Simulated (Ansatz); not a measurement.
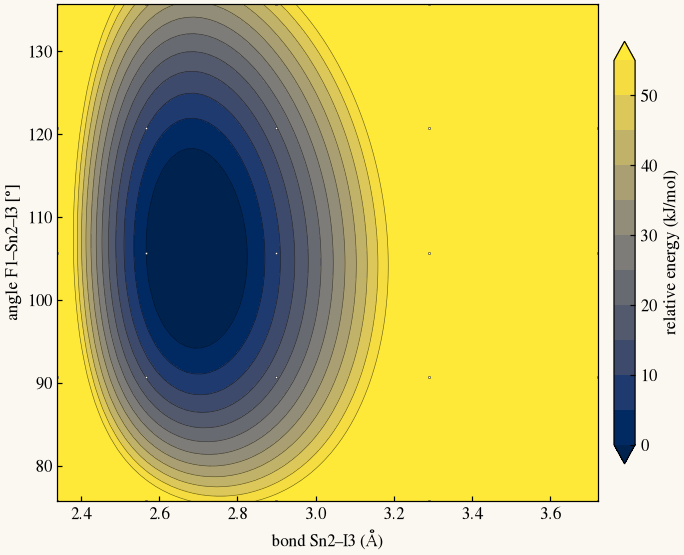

FH₂ISn, SMILES [F][SnH2][I]. Two internal coordinates are moved rigidly from the geometry relaxed at PBE0-D4/def2-TZVP, all others fixed. First axis: bond Sn2–I3. Second axis: angle F1–Sn2–I3. The grid has 5 × 5 points. Points are written as (first, second). All energies are given in kJ/mol relative to the lowest grid point. Computed with Ansatz, RKS PBE-D4/def2-TZVPP.

In the figure: filled contours, dots at the grid points, one colour for all values above the top of the scale. Between grid points the surface is interpolated.

### Estimate the position of the minimum and the force constants in these coordinates.

The interpolated minimum is at bond Sn2–I3 ≈ 2.688 Å, angle F1–Sn2–I3 ≈ 105.6°. The curvatures there are about 11 eV/Å² and 3.3 eV/rad², with a cross term of about 0.3 eV/(Å·rad). Round the minimum the two coordinates are nearly uncoupled. (1 eV is 96.5 kJ/mol.)
